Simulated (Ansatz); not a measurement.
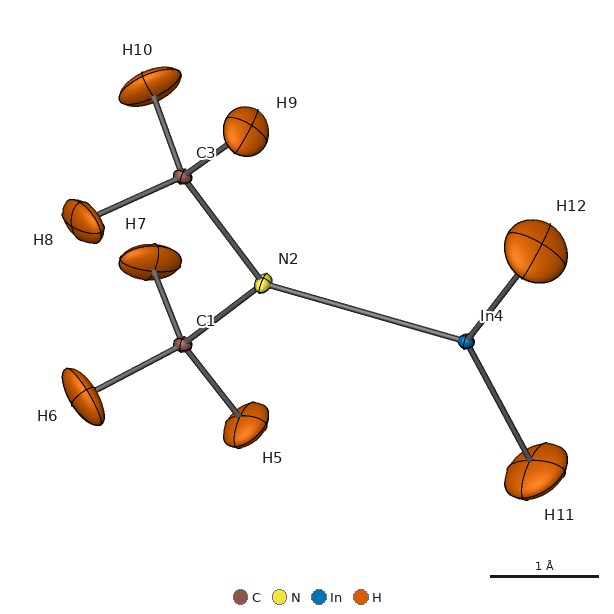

Displacement ellipsoids at the 50 % level, from the internal vibrations of the free molecule (harmonic, no overall translation or rotation; no half-axis is drawn under 0.075 Å). Vibrations computed with RKS PBE0-D4/def2-TZVP, core potentials on In (Ansatz 0.2.0). Temperature: 100 K.

> Which atom has the largest mean-square displacement?

H11, H12, with U_eq = 0.0331 Å².

> Does H8 move more along its bond or across it?

Across it: the root-mean-square amplitude is 0.082 Å along the bond and up to 0.201 Å across, since bending and torsion are softer than stretching.

List U_eq and the three principal root-mean-square amplitudes for each kind of atom.

```
           atom  U_eq (Å²)   rms amplitudes (Å)
         C1, C3     0.0018  0.029, 0.036, 0.057
             N2     0.0029  0.037, 0.044, 0.074
            In4    0.00006  0.005, 0.006, 0.011
         H5, H9     0.0197  0.080, 0.143, 0.179
H6, H7, H8, H10     0.0214  0.082, 0.130, 0.201
       H11, H12     0.0330  0.095, 0.200, 0.224
```
